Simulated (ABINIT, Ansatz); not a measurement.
# Quasiparticle gap of GaN (P6_3mc) in ABINIT, part 2 of 3

How does a plane-wave GW calculation on GaN (P6_3mc) run from the first input to the gap?

ABINIT 10.8.3; PBE and many-body steps on it, plane waves. Known limits of the many-body steps: not at the basis limit; no spin-orbit coupling.

So far. Step 2 (Ground state): The gap is direct, at Γ.

The database entry behind the starting cell differs from later determinations by our own check (about 0.3 % short, ideal inner coordinate), so it need not match the best structure at ambient conditions.

### Step 3. Bands along the symmetry lines

Level of this step: DFT, PBE, plane waves, norm-conserving pseudopotentials (ABINIT).

Levels along a band path, at the cheap level, show where the edges lie and whether the meshes to come will hold them.

run.abi reads:

```
acell 3*1.0 Angstrom
rprim 
  3.179999999980 0.000000000005 0.000000000000
  -1.589999999994 2.753960784015 0.000000000000
  0.000000000000 0.000000000000 5.166000000000
ntypat 2
znucl 31 7
natom 4
typat 1 1 2 2
xred 
  0.333333333333 0.666666666667 0.000000000000
  0.666666666667 0.333333333333 0.500000000000
  0.333333333333 0.666666666667 0.375000000000
  0.666666666667 0.333333333333 0.875000000000
pp_dirpath "pseudos"
pseudos "Ga.upf, N.upf"
ecut 45
iscf -2
irdden 1
kptopt 0
nkpt 75
kpt 
  0.00000000 0.00000000 0.00000000
  0.06250000 0.00000000 0.00000000
  0.12500000 0.00000000 0.00000000
  0.18750000 0.00000000 0.00000000
  0.25000000 0.00000000 0.00000000
  0.31250000 0.00000000 0.00000000
  0.37500000 0.00000000 0.00000000
  0.43750000 0.00000000 0.00000000
  0.50000000 0.00000000 0.00000000
  0.47916667 0.04166667 0.00000000
  0.45833333 0.08333333 0.00000000
  0.43750000 0.12500000 0.00000000
  0.41666666 0.16666666 0.00000000
  0.39583333 0.20833333 0.00000000
  0.37500000 0.25000000 0.00000000
  0.35416666 0.29166666 0.00000000
  0.33333333 0.33333333 0.00000000
  0.29166666 0.29166666 0.00000000
  0.25000000 0.25000000 0.00000000
  0.20833333 0.20833333 0.00000000
  0.16666666 0.16666666 0.00000000
  0.12500000 0.12500000 0.00000000
  0.08333333 0.08333333 0.00000000
  0.04166667 0.04166667 0.00000000
  0.00000000 0.00000000 0.00000000
  0.00000000 0.00000000 0.06250000
  0.00000000 0.00000000 0.12500000
  0.00000000 0.00000000 0.18750000
  0.00000000 0.00000000 0.25000000
  0.00000000 0.00000000 0.31250000
  0.00000000 0.00000000 0.37500000
  0.00000000 0.00000000 0.43750000
  0.00000000 0.00000000 0.50000000
  0.06250000 0.00000000 0.50000000
  0.12500000 0.00000000 0.50000000
  0.18750000 0.00000000 0.50000000
  0.25000000 0.00000000 0.50000000
  0.31250000 0.00000000 0.50000000
  0.37500000 0.00000000 0.50000000
  0.43750000 0.00000000 0.50000000
  0.50000000 0.00000000 0.50000000
  0.47916667 0.04166667 0.50000000
  0.45833333 0.08333333 0.50000000
  0.43750000 0.12500000 0.50000000
  0.41666666 0.16666666 0.50000000
  0.39583333 0.20833333 0.50000000
  0.37500000 0.25000000 0.50000000
  0.35416666 0.29166666 0.50000000
  0.33333333 0.33333333 0.50000000
  0.29166666 0.29166666 0.50000000
  0.25000000 0.25000000 0.50000000
  0.20833333 0.20833333 0.50000000
  0.16666666 0.16666666 0.50000000
  0.12500000 0.12500000 0.50000000
  0.08333333 0.08333333 0.50000000
  0.04166667 0.04166667 0.50000000
  0.00000000 0.00000000 0.50000000
  0.50000000 0.00000000 0.50000000
  0.50000000 0.00000000 0.43750000
  0.50000000 0.00000000 0.37500000
  0.50000000 0.00000000 0.31250000
  0.50000000 0.00000000 0.25000000
  0.50000000 0.00000000 0.18750000
  0.50000000 0.00000000 0.12500000
  0.50000000 0.00000000 0.06250000
  0.50000000 -0.00000000 0.00000000
  0.33333333 0.33333333 0.50000000
  0.33333333 0.33333333 0.43750000
  0.33333333 0.33333333 0.37500000
  0.33333333 0.33333333 0.31250000
  0.33333333 0.33333333 0.25000000
  0.33333333 0.33333333 0.18750000
  0.33333333 0.33333333 0.12500000
  0.33333333 0.33333333 0.06250000
  0.33333333 0.33333333 0.00000000
istwfk *1
nband 33
nbdbuf 2
tolwfr 1e-08
nstep 40
prtwf 0
prtvol 0
indata_prefix "in"
outdata_prefix "out"
tmpdata_prefix "tmp"
```

The run is started by

```
> OMP_NUM_THREADS=1 mpirun -n 8 abinit run.abi > log
```

Numbers of over 12 decimals in the logs are rounded to 6 here.

Log:

```text
.Version 10.8.3 of ABINIT. v10.8.2 released Aug 2026.

 Symmetries : space group P6_3 m c (#186); Bravais hP (primitive hexag.)
[... echo of the input left out ...]
== DATASET  1 ==================================================================
-   mpi_nproc: 8, omp_nthreads: 1 (-1 if OMP is not activated)

--- !DatasetInfo
iteration_state: {dtset: 1, }
dimensions: {natom: 4, nkpt: 75, mband: 33, nsppol: 1, nspinor: 1, nspden: 1, mpw: 4434, }
cutoff_energies: {ecut:  45.0, pawecutdg:  -1.0, }
electrons: {nelect:   5.20000000E+01, charge:   0.00000000E+00, occopt:   1.00000000E+00, tsmear:   1.00000000E-02, }

 Real(R)+Recip(G) space primitive vectors, cartesian coordinates (Bohr,Bohr^-1):
 R(1)=  6.0093291  0.0000000  0.0000000  G(1)=  0.1664079  0.0960757  0.0000000
 R(2)= -3.0046645  5.2042316  0.0000000  G(2)=  0.0000000  0.1921513  0.0000000
 R(3)=  0.0000000  0.0000000  9.7623252  G(3)=  0.0000000  0.0000000  0.1024346
 Unit cell volume ucvol=  3.0530638E+02 bohr^3
 Angles (23,13,12)=  9.00000000E+01  9.00000000E+01  1.20000000E+02 degrees

 getcut: wavevector=  0.0000  0.0000  0.0000  ngfft=  40  40  60
         ecut(hartree)=     45.000   => boxcut(ratio)=   2.03529

--- Pseudopotential description ------------------------------------------------
- Ga Generated using ONCVPSP code by D. R. Hamann
- 31.00000  21.00000  171031                  znucl, zion, pspdat
12 -101130 2 -1 1902                          pspcod,pspxc,lmax,lloc,mmax
     nproj     2     2     2
  pspatm : epsatm=   21.85474337
         --- l  ekb(1:nproj) -->
             0    4.962806   -1.220223
             1   -5.679278   -1.350476
             2  -10.596651   -3.839775
 pspatm: atomic psp has been read  and splines computed

- N Generated using ONCVPSP code by D. R. Hamann
-  7.00000   5.00000  171031                  znucl, zion, pspdat
12 -101130 1 -1 1058                          pspcod,pspxc,lmax,lloc,mmax
     nproj     2     2     0
  pspatm : epsatm=    5.20977870
         --- l  ekb(1:nproj) -->
[...]
pspatm: atomic psp has been read  and splines computed

--------------------------------------------------------------------------------

================================================================================
 prteigrs : about to open file out_EIG
 Non-SCF case, kpt    1 (  0.00000  0.00000  0.00000), residuals and eigenvalues=
  7.26E-09  4.94E-09  6.34E-09  1.82E-09  6.01E-09  4.34E-09  4.20E-09  2.02E-09
  6.10E-09  3.39E-09  8.59E-09  7.05E-09  8.07E-09  5.05E-09  7.98E-09  9.91E-09
  7.86E-09  5.16E-09  8.89E-09  4.14E-09  5.24E-09  4.88E-09  7.62E-09  9.58E-09
[...]
7.94E-09
 -4.9708E+00 -4.9708E+00 -3.1581E+00 -3.1580E+00 -3.1580E+00 -3.1580E+00
 -3.1580E+00 -3.1579E+00 -3.3112E-01 -2.9782E-01 -2.4001E-01 -2.3911E-01
 -2.3911E-01 -2.3703E-01 -2.3703E-01 -2.3002E-01 -2.3002E-01 -2.2652E-01
[...]
3.92E-06
[...]
Non-SCF case, kpt   74 (  0.33333  0.33333  0.06250), residuals and eigenvalues=
[...]
Non-SCF case, kpt   75 (  0.33333  0.33333  0.00000), residuals and eigenvalues=
[...]
-1.6326E-01 -1.6326E-01  6.1931E-02  6.1931E-02  6.2753E-02  1.4698E-01
  1.4698E-01  1.5893E-01  4.4809E-01  5.4829E-01  5.4829E-01  5.6881E-01
[...]
--- !ResultsGS
iteration_state: {dtset: 1, }
comment   : Summary of ground state results
lattice_vectors:
- [  6.0093291,   0.0000000,   0.0000000, ]
- [ -3.0046645,   5.2042316,   0.0000000, ]
- [  0.0000000,   0.0000000,   9.7623252, ]
lattice_lengths: [   6.00933,    6.00933,    9.76233, ]
lattice_angles: [ 90.000,  90.000, 120.000, ] # degrees, (23, 13, 12)
lattice_volume:   3.0530638E+02
convergence: {deltae:  0.000E+00, res2:  0.000E+00, residm:  9.994E-09, diffor:  0.000E+00, }
etotal    :  -5.17436413E+02
entropy   :   0.00000000E+00
fermie    :   2.58513345E-01
cartesian_stress_tensor: null
pressure_GPa: null
xred      :
- [  3.3333E-01,   6.6667E-01,   1.1102E-16, Ga]
- [  6.6667E-01,   3.3333E-01,   5.0000E-01, Ga]
- [  3.3333E-01,   6.6667E-01,   3.7500E-01,  N]
- [  6.6667E-01,   3.3333E-01,   8.7500E-01,  N]
cartesian_forces: null
force_length_stats: {min: null, max: null, mean: null, }

 Integrated electronic density in atomic spheres:
 ------------------------------------------------
 Atom  Sphere_radius  Integrated_density
[...]
================================================================================

 ----iterations are completed or convergence reached----

 Mean square residual over all n,k,spin=   51.421E-10; max=  99.940E-10
 reduced coordinates (array xred) for    4 atoms
[...]
0.333333333333      0.666666666667      0.375000000000
       0.666666666667      0.333333333333      0.875000000000

 cartesian coordinates (angstrom) at end:
    1     -2.67e-12     1.835974     0.000000
    2      1.590000     0.917987     2.583000
    3     -2.67e-12     1.835974     1.937250
    4      1.590000     0.917987     4.520250
 length scales=  1.889726125908  1.889726125908  1.889726125908 bohr
              =  1.000000000000  1.000000000000  1.000000000000 angstroms
 prteigrs : about to open file out_EIG
 Eigenvalues (hartree) for nkpt=  75  k points:
 kpt#   1, nband= 33, wtk=  1.00000, kpt=  0.0000  0.0000  0.0000 (reduced coord)
[...]
kpt#   2, nband= 33, wtk=  1.00000, kpt=  0.0625  0.0000  0.0000 (reduced coord)
[...]
kpt#   3, nband= 33, wtk=  1.00000, kpt=  0.1250  0.0000  0.0000 (reduced coord)
[...]
kpt#  74, nband= 33, wtk=  1.00000, kpt=  0.3333  0.3333  0.0625 (reduced coord)
[...]
0.72902
 kpt#  75, nband= 33, wtk=  1.00000, kpt=  0.3333  0.3333  0.0000 (reduced coord)
[...]
-0.22908   -0.22739   -0.16326   -0.16326    0.06193    0.06193    0.06275    0.14698
   0.14698    0.15893    0.44809    0.54829    0.54829    0.56881    0.62397    0.62397
   0.72500

== END DATASET(S) ==============================================================
================================================================================

 -outvars: echo values of variables after computation  --------
            nband          33
             nkpt          75
          spgroup         186
 [... the other variables as echoed above ...]

 Calculation completed.
```

Elapsed: 31 s, on 8 MPI ranks of Intel Xeon Platinum 8488C (Sapphire Rapids), shared host; peak memory 0.73 GiB; 4.1 min of CPU time.

This step gave:

```
gap                        : 1.995 eV
k of the valence top       : 0, 0, 0
k of the conduction bottom : 0, 0, 0
least direct gap           : 1.995 eV
```

The gap is 1.995 eV, as in the run before at this level.

The electronic bands at the labelled points (eV, zero at the top of the highest filled band):

| point | band 23 | band 24 | band 25 | band 26 | band 27 | band 28 | band 29 | band 30 |
| --- | --- | --- | --- | --- | --- | --- | --- | --- |
| Γ | -1.06 | -0.06 | 0.00 | 0.00 | 1.99 | 4.33 | 9.26 | 9.97 |
| M | -4.27 | -2.77 | -2.26 | -0.99 | 5.11 | 5.63 | 6.09 | 8.68 |
| K | -5.33 | -3.03 | -3.03 | -2.71 | 5.16 | 7.89 | 7.89 | 8.44 |
| Γ | -1.06 | -0.06 | 0.00 | 0.00 | 1.99 | 4.33 | 9.26 | 9.97 |
| A | -0.54 | -0.54 | -0.54 | -0.54 | 4.31 | 4.31 | 8.57 | 8.57 |
| L | -1.95 | -1.95 | -1.92 | -1.92 | 4.45 | 4.45 | 7.87 | 7.87 |
| H | -4.22 | -4.22 | -1.50 | -1.50 | 6.52 | 6.52 | 7.35 | 7.35 |
| A | -0.54 | -0.54 | -0.54 | -0.54 | 4.31 | 4.31 | 8.57 | 8.57 |
| jump to L | -1.95 | -1.95 | -1.92 | -1.92 | 4.45 | 4.45 | 7.87 | 7.87 |
| M | -4.27 | -2.77 | -2.26 | -0.99 | 5.11 | 5.63 | 6.09 | 8.68 |
| jump to H | -4.22 | -4.22 | -1.50 | -1.50 | 6.52 | 6.52 | 7.35 | 7.35 |
| K | -5.33 | -3.03 | -3.03 | -2.71 | 5.16 | 7.89 | 7.89 | 8.44 |

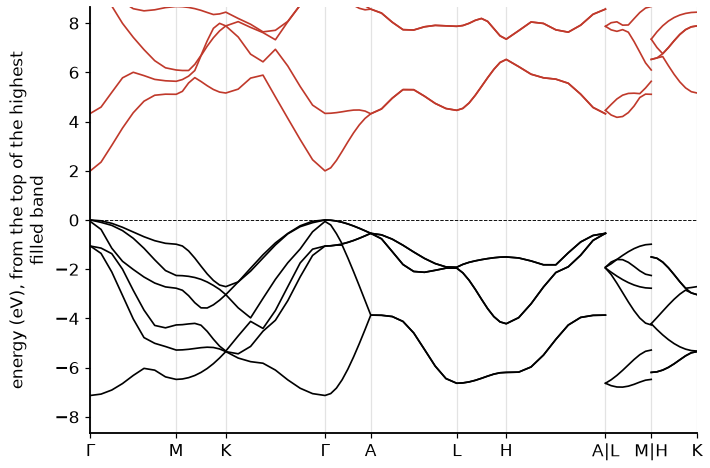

Electronic bands along the path; lines of filled and empty bands in two colours.

### Step 4. Empty states on the mesh, 6×6×4 mesh, 72 bands

The sums over transitions need many empty states on a uniform mesh; this step solves for them.

run.abi reads:

```
acell 3*1.0 Angstrom
rprim 
  3.179999999980 0.000000000005 0.000000000000
  -1.589999999994 2.753960784015 0.000000000000
  0.000000000000 0.000000000000 5.166000000000
ntypat 2
znucl 31 7
natom 4
typat 1 1 2 2
xred 
  0.333333333333 0.666666666667 0.000000000000
  0.666666666667 0.333333333333 0.500000000000
  0.333333333333 0.666666666667 0.375000000000
  0.666666666667 0.333333333333 0.875000000000
pp_dirpath "pseudos"
pseudos "Ga.upf, N.upf"
ecut 45
ngkpt 6 6 4
nshiftk 1
shiftk 0 0 0
kptopt 1
chksymbreak 0
iscf -2
irdden 1
istwfk *1
nband 72
nbdbuf 6
tolwfr 1e-09
nstep 60
prtvol 0
indata_prefix "in"
outdata_prefix "out"
tmpdata_prefix "tmp"
```

Log:

```text
.Version 10.8.3 of ABINIT. v10.8.2 released Aug 2026.

 Symmetries : space group P6_3 m c (#186); Bravais hP (primitive hexag.)
[... echo of the input left out ...]
== DATASET  1 ==================================================================
-   mpi_nproc: 8, omp_nthreads: 1 (-1 if OMP is not activated)

--- !DatasetInfo
iteration_state: {dtset: 1, }
dimensions: {natom: 4, nkpt: 21, mband: 72, nsppol: 1, nspinor: 1, nspden: 1, mpw: 4428, }
cutoff_energies: {ecut:  45.0, pawecutdg:  -1.0, }
electrons: {nelect:   5.20000000E+01, charge:   0.00000000E+00, occopt:   1.00000000E+00, tsmear:   1.00000000E-02, }

 Real(R)+Recip(G) space primitive vectors, cartesian coordinates (Bohr,Bohr^-1):
 R(1)=  6.0093291  0.0000000  0.0000000  G(1)=  0.1664079  0.0960757  0.0000000
 R(2)= -3.0046645  5.2042316  0.0000000  G(2)=  0.0000000  0.1921513  0.0000000
 R(3)=  0.0000000  0.0000000  9.7623252  G(3)=  0.0000000  0.0000000  0.1024346
 Unit cell volume ucvol=  3.0530638E+02 bohr^3
 Angles (23,13,12)=  9.00000000E+01  9.00000000E+01  1.20000000E+02 degrees

 getcut: wavevector=  0.0000  0.0000  0.0000  ngfft=  40  40  60
         ecut(hartree)=     45.000   => boxcut(ratio)=   2.03529

--- Pseudopotential description ------------------------------------------------
- Ga Generated using ONCVPSP code by D. R. Hamann
- 31.00000  21.00000  171031                  znucl, zion, pspdat
12 -101130 2 -1 1902                          pspcod,pspxc,lmax,lloc,mmax
     nproj     2     2     2
  pspatm : epsatm=   21.85474337
         --- l  ekb(1:nproj) -->
             0    4.962806   -1.220223
             1   -5.679278   -1.350476
             2  -10.596651   -3.839775
 pspatm: atomic psp has been read  and splines computed

- N Generated using ONCVPSP code by D. R. Hamann
-  7.00000   5.00000  171031                  znucl, zion, pspdat
12 -101130 1 -1 1058                          pspcod,pspxc,lmax,lloc,mmax
     nproj     2     2     0
  pspatm : epsatm=    5.20977870
         --- l  ekb(1:nproj) -->
[...]
pspatm: atomic psp has been read  and splines computed

--------------------------------------------------------------------------------

================================================================================
 prteigrs : about to open file out_EIG
 Non-SCF case, kpt    1 (  0.00000  0.00000  0.00000), residuals and eigenvalues=
  9.79E-10  2.54E-10  6.50E-10  7.02E-10  7.03E-10  6.17E-10  7.76E-10  3.70E-10
  2.34E-10  2.58E-10  2.29E-10  3.32E-10  5.34E-10  4.93E-10  6.04E-10  5.68E-10
  5.71E-10  4.96E-10  2.30E-10  1.37E-10  2.63E-10  1.81E-10  5.33E-10  1.72E-10
[...]
-4.9708E+00 -4.9708E+00 -3.1581E+00 -3.1580E+00 -3.1580E+00 -3.1580E+00
 -3.1580E+00 -3.1579E+00 -3.3112E-01 -2.9782E-01 -2.4001E-01 -2.3911E-01
 -2.3911E-01 -2.3703E-01 -2.3703E-01 -2.3002E-01 -2.3002E-01 -2.2652E-01
[...]
1.9355E+00  1.9960E+00  1.9960E+00  2.0395E+00  2.0964E+00  2.0976E+00
  2.0976E+00  2.1458E+00  2.1458E+00  2.1608E+00  2.2725E+00  2.2795E+00
 prteigrs : prtvol=0 or 1, do not print more k-points.

--- !ResultsGS
iteration_state: {dtset: 1, }
comment   : Summary of ground state results
lattice_vectors:
- [  6.0093291,   0.0000000,   0.0000000, ]
- [ -3.0046645,   5.2042316,   0.0000000, ]
- [  0.0000000,   0.0000000,   9.7623252, ]
lattice_lengths: [   6.00933,    6.00933,    9.76233, ]
lattice_angles: [ 90.000,  90.000, 120.000, ] # degrees, (23, 13, 12)
lattice_volume:   3.0530638E+02
convergence: {deltae:  0.000E+00, res2:  0.000E+00, residm:  9.967E-10, diffor:  0.000E+00, }
etotal    :  -5.17436413E+02
entropy   :   0.00000000E+00
fermie    :   2.58513345E-01
cartesian_stress_tensor: null
pressure_GPa: null
xred      :
- [  3.3333E-01,   6.6667E-01,   1.1102E-16, Ga]
- [  6.6667E-01,   3.3333E-01,   5.0000E-01, Ga]
- [  3.3333E-01,   6.6667E-01,   3.7500E-01,  N]
- [  6.6667E-01,   3.3333E-01,   8.7500E-01,  N]
cartesian_forces: null
force_length_stats: {min: null, max: null, mean: null, }

 Integrated electronic density in atomic spheres:
 ------------------------------------------------
 Atom  Sphere_radius  Integrated_density
[...]
================================================================================

 ----iterations are completed or convergence reached----

 Mean square residual over all n,k,spin=   44.602E-11; max=  99.666E-11
 reduced coordinates (array xred) for    4 atoms
[...]
0.333333333333      0.666666666667      0.375000000000
       0.666666666667      0.333333333333      0.875000000000

 cartesian coordinates (angstrom) at end:
    1     -2.67e-12     1.835974     0.000000
    2      1.590000     0.917987     2.583000
    3     -2.67e-12     1.835974     1.937250
    4      1.590000     0.917987     4.520250
 length scales=  1.889726125908  1.889726125908  1.889726125908 bohr
              =  1.000000000000  1.000000000000  1.000000000000 angstroms
 prteigrs : about to open file out_EIG
 Eigenvalues (hartree) for nkpt=  21  k points:
 kpt#   1, nband= 72, wtk=  0.00694, kpt=  0.0000  0.0000  0.0000 (reduced coord)
[...]
1.67783    1.68342    1.78998    1.79694    1.93551    1.99602    1.99602    2.03945
   2.09637    2.09755    2.09755    2.14582    2.14582    2.16077    2.27253    2.27949
 prteigrs : prtvol=0 or 1, do not print more k-points.

== END DATASET(S) ==============================================================
================================================================================

 -outvars: echo values of variables after computation  --------
            nband          72
             nkpt          21
          spgroup         186
 [... the other variables as echoed above ...]

 Calculation completed.
```

Wall time 24 s (8 MPI ranks); peak memory 0.69 GiB.

This step gave:

```yaml
gap: 1.995 eV
k_of_the_valence_top: 0, 0, 0
k_of_the_conduction_bottom: 0, 0, 0
least_direct_gap: 1.995 eV
k_points_computed: 21
lowest_point_of_the_top_converged_band_above_the_valence_top: 43.64 eV
```

On this mesh the gap is 1.995 eV.

(Continued in part 3 of 3.)

[Paths, hosts, dates, memory and timing lines, banners, echoed tables and standing remarks are left out of the program output.]

[Logs are printed without paths, hosts, clocks, repeated set-up lines and the standing remarks that a program may print on its own settings, such as how far it seeks lower states.]

[Runs of the session that timed out or met a known fault of the program may be left out.]

[Hosts, paths, dates, database ids (printed as entryN), source tags and the programs' standing remarks are cut or masked in the printed files.]

[G0W0 gaps are taken among the corrected bands and points alone; a level outside them can change the order at an edge.]

[Where Ansatz stands beside ABINIT at settings called matched, ABINIT's density can come from a denser mesh and the files from another edition; pairs whose starting gaps differed by over 0.03 eV were left out, so agreement reads better than it is.]
